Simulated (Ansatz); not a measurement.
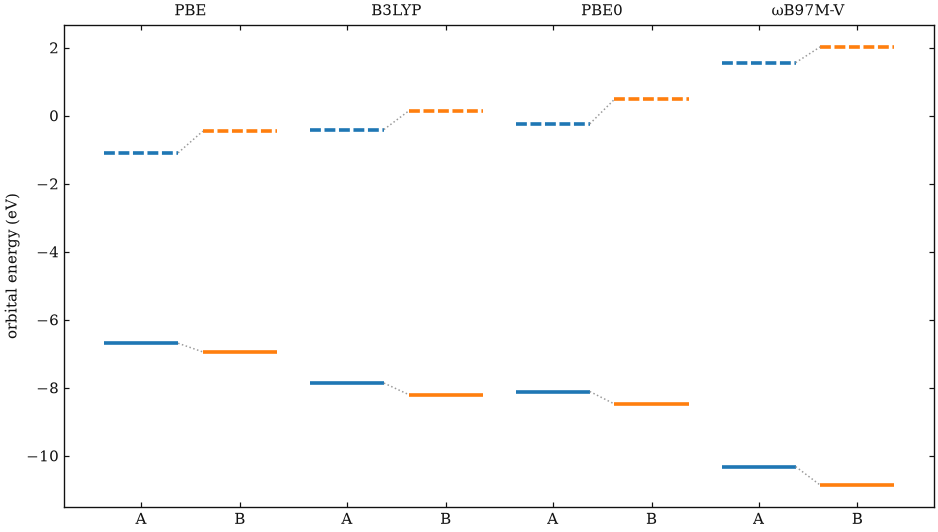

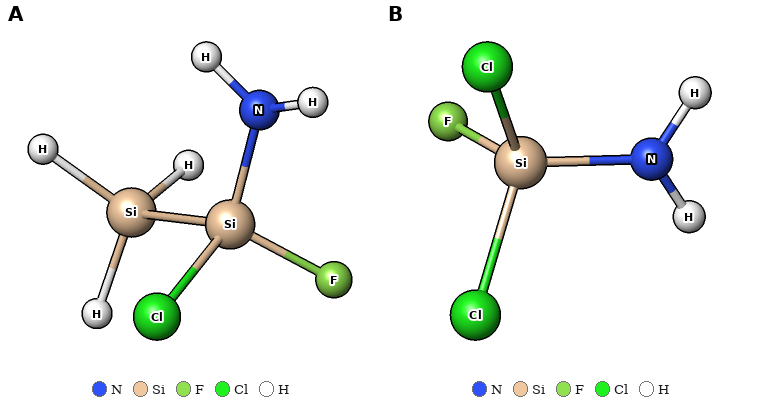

One change: A, Si₂NH₅ClF (SMILES N[Si@](F)([SiH3])Cl), becomes B, SiNH₂Cl₂F (SMILES N[Si](F)(Cl)Cl). SiH₃ on Si is replaced by Cl. HOMO (solid) and LUMO (dashed) computed in def2-TZVPP at PBE0-D4/def2-TZVP geometries, both minima by their frequencies, gas phase, the Ansatz code. Empty levels above zero depend strongly on the basis.

**What does the change do to HOMO and LUMO?**

PBE: the HOMO falls by 0.25 eV, the LUMO rises by 0.64 eV, and the separation goes from 5.60 to 6.49 eV. B3LYP: the HOMO falls by 0.34 eV, the LUMO rises by 0.55 eV, and the separation goes from 7.45 to 8.34 eV. PBE0: the HOMO falls by 0.37 eV, the LUMO rises by 0.72 eV, and the separation goes from 7.87 to 8.96 eV. ωB97M-V: the HOMO falls by 0.55 eV, the LUMO rises by 0.47 eV, and the separation goes from 11.88 to 12.89 eV.

**Do the functionals agree on the effect?**

They agree on the direction for both levels; the HOMO shift lies between −0.55 and −0.25 eV and the LUMO shift between 0.47 and 0.72 eV, while the separations themselves differ by up to 6.4 eV between functionals.
